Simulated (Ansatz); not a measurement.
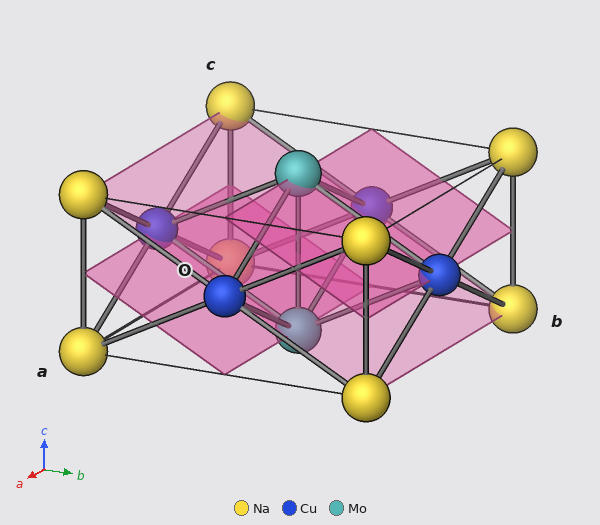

For NaCu₂Mo, the end point of a relaxation with DFT PBE, scalar-relativistic, plane waves, PAW (Ansatz 0.2.0); the starting structure was generated, so it need not be a known form of this composition: every member of one family of equally spaced planes, hx + ky + lz = a whole number, that cuts the unit cell is shaded (one member passes through the origin O, touching the cell only at an edge or corner). Symmetry computed with spglib at a tolerance of 0.002 Å; standard conventional cell.

a = 4.885 Å, b = 4.885 Å, c = 2.533 Å, α = 90.00°, β = 90.00°, γ = 90.00°.

> Which (hkl) family is drawn?

(0 2 2); the opposite sign names the same planes. The member next to the origin meets the axes a never, b at 1/2, c at 1/2.

> What is the spacing?

d = 1.124 Å.

> Which atoms of the cell lie in these planes (within 0.03 Å)?

The Na atom, all 2 Cu, the Mo atom.

> The space group is No. 123, P4/mmm. How many reflections hkl are equivalent to this one (itself included), and does it occur?

8 reflections are equivalent in the Laue class 4/mmm. The space group allows the reflection.
